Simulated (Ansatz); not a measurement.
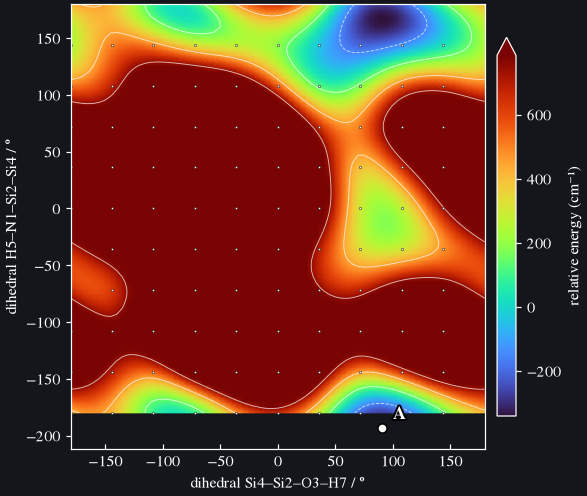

H₆NOSi₂, SMILES N[Si](O)[SiH3], spin multiplicity 2. 
- The first coordinate is: dihedral Si4–Si2–O3–H7; the second: dihedral H5–N1–Si2–Si4.
- Nothing is relaxed (all other coordinates rigid).
- The grid has 10 × 10 points.
- Points are written as (first, second).
- Energies: cm⁻¹, counted from the relaxed molecule at the same level.
- These are results of UKS B3LYP-D4/def2-SVP in Ansatz 0.2.0, not measurements.

Drawn: a smooth colour map with a few white contour lines, dots at the grid points, one colour for all values above the top of the scale, the well A. Between grid points the surface is interpolated.

### Estimate the position of the minimum and the force constants in these coordinates. Take the well at A.

The interpolated minimum is at dihedral Si4–Si2–O3–H7 ≈ 91°, dihedral H5–N1–Si2–Si4 ≈ −194°. The curvatures there are about 0.13 eV/rad² and 0.28 eV/rad², with a cross term of about −0.01 eV/rad². Round the minimum the two coordinates are weakly coupled (coupling −0.06 in units of the two stiffnesses). (1 eV is 8066 cm⁻¹.)
